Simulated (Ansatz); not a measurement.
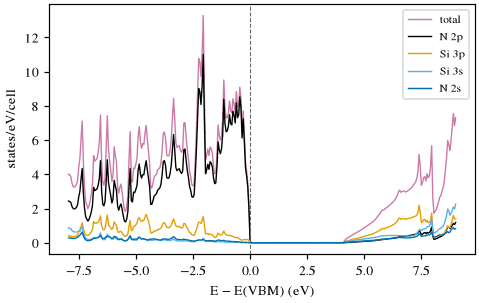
Figure: Total and projected density of states of Si3N4 in space group Fd-3m (No. 227; Si on 16c, Si on 8b, N on 32e), r²SCAN (plane waves, PAW; program Ansatz)

Q: Which orbitals carry the states next to the gap?

A: Top 1 eV of the valence band: N 2p 92 %. Bottom 1 eV of the conduction band: Si 3p 42 %, Si 3s 27 %, N 2s 12 %, N 2p 8 %, outside the projected shells 10 %. Projections are on Löwdin-orthogonalised atomic valence shells; empty p or d shells of many metals are not among them.

Q: Where is the tallest occupied peak in this window, and what makes it?

A: Near -2.1 eV, about 13 states/eV per cell; the largest projected share is N 2p.

The cell was relaxed with r²SCAN under the symmetry of its start.

Potentials: the later of the program's two PAW sets.
